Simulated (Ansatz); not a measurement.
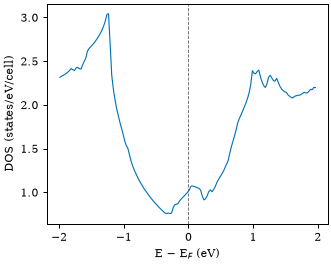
*Density of states of MgAl$_{2}$Ge$_{2}$ (P-3m1) near the Fermi level, PBEsol, rigid bands (Ansatz, a first-principles code).*

Q: With 5 atoms a cell, what bare Sommerfeld coefficient γ = (π²/3) k_B² N(E_F) follows?

A: N(E_F) ≈ 1.02 states/eV a cell at 300 K, so γ ≈ 0.48 mJ/(mol of atoms·K²), before electron-phonon enhancement.

Q: How far does the Fermi level move in a rigid band for 0.1 electron a cell added or removed?

A: 96 meV and -103 meV.

A metal at this level (no band gap); rigid bands, thermally averaged at 300 K, both spins. Spin-orbit coupling is left out. Geometry: cell and atoms relaxed with PBEsol.

Computed structure, not matched to a measured one here, so possibly hypothetical: MgAl2Ge2 (P-3m1).
